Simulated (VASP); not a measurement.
# A VASP study of BaAs2Rh2 (optB86b-vdW): structure first, properties next, part 4 of 5

What structure and properties does optB86b-vdW give BaAs2Rh2, and how near are they to the measured ones? Left out of this account: 3 further runs (self-consistent run: a volume scan without its fit). The start is a computed cell from the Materials Project.

VASP 6.6.1; optB86b-vdW; plane waves and PAW (Ba_sv, As, Rh_pv).

So far. Step 5 (Bands along the symmetry lines (optB86b-vdW)): There is no gap at this level. Step 6 (Density of states (optB86b-vdW)): The finer mesh and the other smearing move the Fermi level by +0.01 eV from the 9×9×9 run, a small shift, which tests the Fermi level alone. Of the states within 0.3 eV of the Fermi level, the largest shares in the PAW spheres are Rh d 45 %, As p 9 % and Ba d 8 %. The relaxed cell has a = 4.056, c = 12.872 Å (conventional setting).

**7. Vibrations at Γ (optB86b-vdW)**

Zone-centre modes test whether the atoms sit at a minimum within this cell. IBRION = 6 takes the force constants from differences of forces between displaced cells, so the forces must be tight.

File INCAR:

```
SYSTEM = BaAs2Rh2
PREC = Accurate
ENCUT = 400
EDIFF = 1E-08
NELM = 100
ISMEAR = 1
SIGMA = 0.2
LREAL = .FALSE.
ALGO = Normal
GGA = MK
AGGAC = 0
LUSE_VDW = .TRUE.
PARAM1 = 0.1234
PARAM2 = 1
LASPH = .TRUE.
NBANDS = 31
LORBIT = 11
LWAVE = .FALSE.
LCHARG = .FALSE.
KPAR = 4
IBRION = 6
NFREE = 2
POTIM = 0.015
ISIF = 2
NSW = 1
```

File POSCAR:

```
BaAs2Rh2
1.0
   -2.0279366973      2.0279366973      6.4361530480
    2.0279366973     -2.0279366973      6.4361530480
    2.0279366973      2.0279366973     -6.4361530480
Ba As Rh
1 2 2
Direct
    0.0000000000      0.0000000000      0.0000000000
    0.3580447861      0.3580447861      0.0000000000
    0.6419552139      0.6419552139      0.0000000000
    0.7500000000      0.2500000000      0.5000000000
    0.2500000000      0.7500000000      0.5000000000
```

File KPOINTS:

```
Automatic mesh
0
Gamma
10 10 10
0 0 0
```

Potentials, in the order of the species: Ba_sv, As and Rh_pv (PBE family, release 64).

Launch:

```sh
> mpirun -np 4 vasp_std
```

The log of the run:

```text
[... set-up lines as in an earlier step ...]
 entering main loop
       N       E                     dE             d eps       ncg     rms          rms(c)
DAV:   1     0.394360236493E+03    0.39436E+03   -0.24420E+04  7172   0.128E+03
DAV:   2     0.199024548745E+00   -0.39416E+03   -0.37980E+03  7309   0.360E+02
DAV:   3    -0.192297847138E+02   -0.19429E+02   -0.18884E+02  8572   0.750E+01
DAV:   4    -0.196240483679E+02   -0.39426E+00   -0.39320E+00  7942   0.913E+00
DAV:   5    -0.196333181337E+02   -0.92698E-02   -0.92674E-02  8712   0.126E+00    0.145E+01
DAV:   6    -0.192956290434E+02    0.33769E+00   -0.10511E+01  7185   0.217E+01    0.740E+00
DAV:   7    -0.186792800633E+02    0.61635E+00   -0.36830E+00  7101   0.133E+01    0.454E+00
DAV:   8    -0.186223746049E+02    0.56905E-01   -0.22849E-01  7493   0.311E+00    0.111E+00
DAV:   9    -0.186185128026E+02    0.38618E-02   -0.28541E-02  7713   0.113E+00    0.196E-01
DAV:  10    -0.186187428058E+02   -0.23000E-03   -0.32247E-03  7451   0.431E-01    0.630E-02
DAV:  11    -0.186187601735E+02   -0.17368E-04   -0.18353E-04  7644   0.982E-02    0.274E-02
DAV:  12    -0.186187695610E+02   -0.93875E-05   -0.35124E-05  7592   0.329E-02    0.794E-03
DAV:  13    -0.186187696249E+02   -0.63904E-07   -0.50370E-06  8419   0.158E-02    0.415E-03
DAV:  14    -0.186187694935E+02    0.13148E-06   -0.84489E-07  7611   0.619E-03    0.630E-04
DAV:  15    -0.186187694482E+02    0.45276E-07   -0.44973E-08  6817   0.104E-03    0.422E-04
DAV:  16    -0.186187694957E+02   -0.47464E-07   -0.11374E-08  5684   0.752E-04    0.242E-04
DAV:  17    -0.186187694842E+02    0.11421E-07   -0.27485E-09  4387   0.422E-04    0.691E-05
DAV:  18    -0.186187694864E+02   -0.21864E-08   -0.80314E-10  4079   0.128E-04
   1 F= -.18618769E+02 E0= -.18617690E+02  d E =-.323988E-02
 Found     6 degrees of freedom:
 Finite differences POTIM= 0.01500 DOF=   6
 bond charge predicted
       N       E                     dE             d eps       ncg     rms          rms(c)
DAV:   1    -0.186176655577E+02    0.11039E-02   -0.29514E-01 10609   0.165E+00    0.129E-01
DAV:   2    -0.186184049168E+02   -0.73936E-03   -0.95468E-03 12599   0.325E-01    0.511E-02
DAV:   3    -0.186184335687E+02   -0.28652E-04   -0.27430E-04 14971   0.438E-02    0.259E-02
DAV:   4    -0.186184393604E+02   -0.57916E-05   -0.11752E-05 12618   0.176E-02    0.844E-03
DAV:   5    -0.186184406345E+02   -0.12741E-05   -0.20624E-06 12340   0.729E-03    0.144E-03
DAV:   6    -0.186184406148E+02    0.19694E-07   -0.39551E-07 12375   0.273E-03    0.405E-04
DAV:   7    -0.186184406105E+02    0.43137E-08   -0.21637E-08 10825   0.886E-04
   2 F= -.18618441E+02 E0= -.18617357E+02  d E =-.324989E-02
[... from here on, the cycles between the ionic steps are left out ...]
   3 F= -.18618441E+02 E0= -.18617357E+02  d E =-.324988E-02
   4 F= -.18618392E+02 E0= -.18617313E+02  d E =-.323686E-02
   5 F= -.18618392E+02 E0= -.18617313E+02  d E =-.323690E-02
   6 F= -.18617858E+02 E0= -.18616779E+02  d E =-.323752E-02
   7 F= -.18617858E+02 E0= -.18616779E+02  d E =-.323749E-02
   8 F= -.18617446E+02 E0= -.18616431E+02  d E =-.304517E-02
   9 F= -.18617482E+02 E0= -.18616336E+02  d E =-.343707E-02
  10 F= -.18617366E+02 E0= -.18616288E+02  d E =-.323287E-02
  11 F= -.18617366E+02 E0= -.18616288E+02  d E =-.323284E-02
  12 F= -.18617859E+02 E0= -.18616789E+02  d E =-.321221E-02
 Finite differences progress:
  Degree of freedom:   6/  6
  Displacement:        1/  2
  Total:              11/ 12
 bond charge predicted
       N       E                     dE             d eps       ncg     rms          rms(c)
DAV:   1    -0.185745955096E+02    0.43264E-01   -0.55419E+00 12305   0.297E+01    0.335E-01
DAV:   2    -0.186180895052E+02   -0.43494E-01   -0.44871E-01 10721   0.451E+00    0.169E-01
DAV:   3    -0.186180683128E+02    0.21192E-04   -0.52615E-03 13563   0.490E-01    0.117E-01
DAV:   4    -0.186179937434E+02    0.74569E-04   -0.68754E-04 12778   0.340E-01    0.101E-01
DAV:   5    -0.186178673677E+02    0.12638E-03   -0.33199E-04 13022   0.233E-01    0.389E-02
DAV:   6    -0.186178606823E+02    0.66854E-05   -0.88401E-05 12527   0.850E-02    0.175E-02
DAV:   7    -0.186178591491E+02    0.15332E-05   -0.14669E-05 12324   0.324E-02    0.676E-03
DAV:   8    -0.186178593179E+02   -0.16879E-06   -0.11611E-06 12430   0.742E-03    0.269E-03
DAV:   9    -0.186178593189E+02   -0.10104E-08   -0.30312E-07 12660   0.369E-03    0.503E-04
DAV:  10    -0.186178593252E+02   -0.62337E-08   -0.35786E-08 11095   0.104E-03
  13 F= -.18617859E+02 E0= -.18616789E+02  d E =-.321220E-02
 Finite differences progress:
  Degree of freedom:   6/  6
  Displacement:        2/  2
  Total:              12/ 12
```

The job ended after 86 min (4 MPI ranks of Intel Xeon Platinum 8259CL at 2.50GHz (Skylake/Cascade Lake), shared host; peak memory 5.4 GiB; 5.2 h of CPU time).

OUTCAR, selected parts (step 7):

```text
   k-points           NKPTS =    102   k-points in BZ     NKDIM =    102   number of bands    NBANDS=     31

   NELECT =      50.0000    total number of electrons

 E-fermi :   6.6717

 k-point     1 :       0.0000    0.0000    0.0000
  band No.  band energies     occupation
    ...
     21       4.5007      2.00000
     22       5.4282      2.00000
     23       5.7777      2.00000
     24       5.7973      2.00000
     25       6.5708      1.74527
     26       6.8363      0.00860
     27       8.6782     -0.00000
     28       8.7279     -0.00000
     29       8.8461     -0.00000
     30       8.8645     -0.00000
    ...

Total vdW correction in eV:      7.3635682

  Total        0.1035583     -0.0647230     -0.0361750      0.0000000      0.0000000      0.0000000
  in kB        1.5671132     -0.9794318     -0.5474238      0.0000000      0.0000000      0.0000000
  external PRESSURE =       0.0134192 kB  Pullay stress =       0.0000000 kB

 POSITION                                       TOTAL-FORCE (eV/Angst)
 -----------------------------------------------------------------------------------
      0.00000      0.00000      0.00000        -0.000000      0.000000     -0.010496
      0.00000      0.00000      4.60886        -0.000000      0.000000     -0.054946
      0.00000      0.00000      8.26344        -0.000000      0.000000     -0.054122
      0.00000      2.02794      3.20308         0.000000     -0.000000      0.123088
      2.02794     -0.00000      3.21808        -0.000000      0.000000     -0.003524
 -----------------------------------------------------------------------------------
    total drift:                               -0.000000     -0.000000      0.000099

  FREE ENERGIE OF THE ION-ELECTRON SYSTEM (eV)
  ---------------------------------------------------
  free  energy   TOTEN  =       -18.6178593252 eV

  energy  without entropy=      -18.6146471218  energy(sigma->0) =      -18.61678859

Total vdW correction in eV:      7.3635674

 Eigenvectors and eigenvalues of the dynamical matrix
 ----------------------------------------------------

   1 f  =    7.277612 THz    45.726586 2PiTHz  242.755012 cm-1    30.097772 meV
             X         Y         Z           dx          dy          dz
      0.000000  0.000000  0.000000    -0.000000    0.000000   -0.000000
      0.000000  0.000000  4.608862     0.147972    0.341216    0.000000
      0.000000  0.000000  8.263444    -0.147972   -0.341216   -0.000000
     -0.000000  2.027937  3.218077     0.239272   -0.551747    0.000000
      2.027937 -0.000000  3.218077    -0.239272    0.551747    0.000000

   2 f  =    7.277612 THz    45.726586 2PiTHz  242.755012 cm-1    30.097772 meV
             X         Y         Z           dx          dy          dz
      0.000000  0.000000  0.000000     0.000000   -0.000000   -0.000000
      0.000000  0.000000  4.608862     0.341216   -0.147972   -0.000000
      0.000000  0.000000  8.263444    -0.341216    0.147972    0.000000
     -0.000000  2.027937  3.218077     0.551747    0.239272    0.000000
      2.027937 -0.000000  3.218077    -0.551747   -0.239272    0.000000

   3 f  =    6.958390 THz    43.720856 2PiTHz  232.106920 cm-1    28.777577 meV
             X         Y         Z           dx          dy          dz
      0.000000  0.000000  0.000000    -0.000000    0.000000    0.000000
      0.000000  0.000000  4.608862    -0.000000   -0.000000   -0.707107
      0.000000  0.000000  8.263444    -0.000000   -0.000000    0.707107
     -0.000000  2.027937  3.218077     0.000000    0.000000   -0.000000
      2.027937 -0.000000  3.218077    -0.000000    0.000000    0.000000

   4 f  =    6.620499 THz    41.597819 2PiTHz  220.836060 cm-1    27.380170 meV
             X         Y         Z           dx          dy          dz
      0.000000  0.000000  0.000000     0.000000   -0.000000   -0.042986
      0.000000  0.000000  4.608862    -0.000000    0.000000    0.549448
      0.000000  0.000000  8.263444    -0.000000    0.000000    0.549448
[...]
X         Y         Z           dx          dy          dz
      0.000000  0.000000  0.000000     0.000000    0.000000    0.000000
      0.000000  0.000000  4.608862     0.131516   -0.586838    0.000000
      0.000000  0.000000  8.263444    -0.131516    0.586838   -0.000000
     -0.000000  2.027937  3.218077    -0.081333   -0.362918   -0.000000
      2.027937 -0.000000  3.218077     0.081333    0.362918    0.000000

   9 f  =    3.786955 THz    23.794140 2PiTHz  126.319219 cm-1    15.661580 meV
             X         Y         Z           dx          dy          dz
      0.000000  0.000000  0.000000     0.000000   -0.000000    0.000000
      0.000000  0.000000  4.608862     0.586838    0.131516   -0.000000
      0.000000  0.000000  8.263444    -0.586838   -0.131516   -0.000000
     -0.000000  2.027937  3.218077    -0.362918    0.081333    0.000000
      2.027937 -0.000000  3.218077     0.362918   -0.081333   -0.000000

  10 f  =    2.958956 THz    18.591667 2PiTHz   98.700140 cm-1    12.237252 meV
             X         Y         Z           dx          dy          dz
      0.000000  0.000000  0.000000    -0.000000    0.000000   -0.848350
      0.000000  0.000000  4.608862     0.000000   -0.000000    0.214681
      0.000000  0.000000  8.263444     0.000000    0.000000    0.214681
     -0.000000  2.027937  3.218077     0.000000   -0.000000    0.306697
      2.027937 -0.000000  3.218077     0.000000   -0.000000    0.306697

  11 f  =    2.594896 THz    16.304212 2PiTHz   86.556411 cm-1    10.731622 meV
             X         Y         Z           dx          dy          dz
      0.000000  0.000000  0.000000     0.445841    0.716603   -0.000000
      0.000000  0.000000  4.608862    -0.094225   -0.151449   -0.000000
      0.000000  0.000000  8.263444    -0.094225   -0.151449    0.000000
     -0.000000  2.027937  3.218077    -0.176820   -0.284204   -0.000000
      2.027937 -0.000000  3.218077    -0.176820   -0.284204   -0.000000

  12 f  =    2.594896 THz    16.304212 2PiTHz   86.556411 cm-1    10.731622 meV
             X         Y         Z           dx          dy          dz
      0.000000  0.000000  0.000000     0.716603   -0.445841   -0.000000
      0.000000  0.000000  4.608862    -0.151449    0.094225    0.000000
      0.000000  0.000000  8.263444    -0.151449    0.094225   -0.000000
     -0.000000  2.027937  3.218077    -0.284204    0.176820   -0.000000
      2.027937 -0.000000  3.218077    -0.284204    0.176820    0.000000

  13 f/i=    0.000489 THz     0.003073 2PiTHz    0.016315 cm-1     0.002023 meV
             X         Y         Z           dx          dy          dz
      0.000000  0.000000  0.000000    -0.000000    0.000000    0.527687
      0.000000  0.000000  4.608862    -0.000000    0.000000    0.389896
      0.000000  0.000000  8.263444    -0.000000    0.000000    0.389896
     -0.000000  2.027937  3.218077    -0.000000    0.000000    0.456896
      2.027937 -0.000000  3.218077    -0.000000    0.000000    0.456896

  14 f/i=    0.001493 THz     0.009378 2PiTHz    0.049788 cm-1     0.006173 meV
             X         Y         Z           dx          dy          dz
      0.000000  0.000000  0.000000    -0.438259   -0.293295   -0.000000
      0.000000  0.000000  4.608862    -0.324108   -0.216902   -0.000000
      0.000000  0.000000  8.263444    -0.324108   -0.216902   -0.000000
     -0.000000  2.027937  3.218077    -0.379808   -0.254178   -0.000000
      2.027937 -0.000000  3.218077    -0.379808   -0.254178   -0.000000

  15 f/i=    0.001493 THz     0.009378 2PiTHz    0.049788 cm-1     0.006173 meV
             X         Y         Z           dx          dy          dz
      0.000000  0.000000  0.000000    -0.293295    0.438259   -0.000000
      0.000000  0.000000  4.608862    -0.216902    0.324108   -0.000000
      0.000000  0.000000  8.263444    -0.216902    0.324108   -0.000000
     -0.000000  2.027937  3.218077    -0.254178    0.379808   -0.000000
      2.027937 -0.000000  3.218077    -0.254178    0.379808   -0.000000

 ELASTIC MODULI CONTR FROM IONIC RELAXATION (kBar)
 Direction    XX          YY          ZZ          XY          YZ          ZX
 --------------------------------------------------------------------------------
 XX        -334.4623   -108.9268   -284.9894      0.0000      0.0000     -0.0000
 YY        -108.9268   -334.4623   -284.9894      0.0000      0.0000      0.0000
 ZZ        -284.9894   -284.9894   -366.3552      0.0000      0.0000      0.0000
 XY           0.0000      0.0000      0.0000      0.0000      0.0000      0.0000
 YZ           0.0000      0.0000      0.0000      0.0000   -278.1376      0.0000
 ZX          -0.0000      0.0000      0.0000      0.0000      0.0000   -278.1373
 --------------------------------------------------------------------------------

[... 6 parts as in an earlier step ...]

[... 10 further parts left out ...]
```

CONTCAR:

```
BaAs2Rh2
   1.00000000000000
    -2.0279366972999999    2.0279366972999999    6.4361530480000004
     2.0279366972999999   -2.0279366972999999    6.4361530480000004
     2.0279366972999999    2.0279366972999999   -6.4361530480000004
  Ba              As              Rh
     1     2     2
Direct
     0.0000000000000000    0.0000000000000000    0.0000000000000000
     0.3580447861000025    0.3580447861000025    0.0000000000000000
     0.6419552138999975    0.6419552138999975    0.0000000000000000
     0.7488347076360575    0.2488347076360574    0.5000000000000001
     0.2500000000000000    0.7500000000000000    0.5000000000000000
```

The last energy, forces, stress and levels in OUTCAR belong to the last displaced cell, not to the cell of POSCAR.

Numbers from this step:

| Quantity | Value |
| --- | --- |
| bands | 31 |
| irreducible k-points | 102 |
| pressure of the cell | -0.003091 GPa |
| largest force of the cell | 0.001175 eV/Å |

Modes at Γ, with each element's share of the kinetic energy:

```
mode  frequency (cm⁻¹)  symmetry  Ba %  As %  Rh %
   1               0.0  acoustic    28    30    42
   2               0.0  acoustic    28    30    42
   3               0.0  acoustic    28    30    42
   4              86.6        Eu    71     6    22
   5              86.6        Eu    71     6    22
   6              98.7       A2u    72     9    19
   7             126.3        Eg     0    72    28
   8             126.3        Eg     0    72    28
   9             149.3        Bg     0     0   100
  10             219.7        Eu     1    63    36
  11             219.7        Eu     1    63    36
  12             220.8       A2u     0    60    39
  13             232.1       A1g     0   100     0
  14             242.8        Eg     0    28    72
  15             242.8        Eg     0    28    72
```

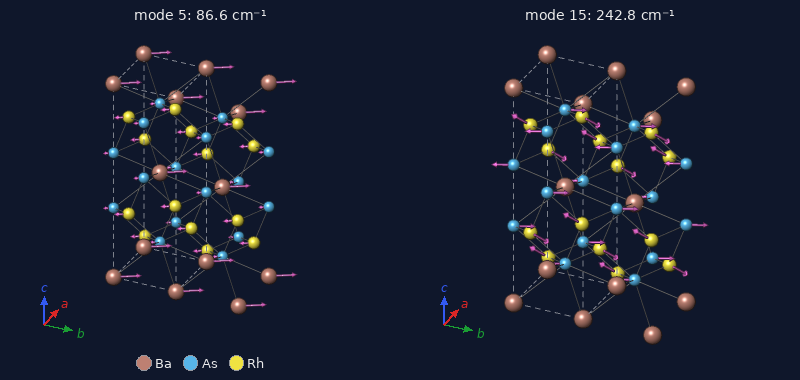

Displacement patterns of modes 5 and 15 at Γ; arrows are exaggerated. 1×2×1 conventional cells are drawn. Some periodic images of atoms are drawn too.

The three acoustic modes come out at zero, and all others are real. By the characters of their eigenvectors the optical modes sort into (cm⁻¹) Raman active: Eg 126, Bg 149, A1g 232, Eg 243; infrared active: Eu 87, A2u 99, Eu 220, A2u 221. B labels carry no number here, since it depends on the setting of the axes. With a centre of inversion no mode is active in both.

(Continued in part 5 of 5.)

[Lines on the potential files, build, host, timing and source positions are cut from VASP's logs without a mark.]

[Logs are printed without paths, hosts, clocks, repeated set-up lines and the standing remarks that a program may print on its own settings, such as how far it seeks lower states.]

[Hosts, paths, dates, database ids (printed as entryN), source tags and the programs' standing remarks are cut or masked in the printed files.]

[A measured line is paired with the nearest computed mode of its activity, which favours agreement.]
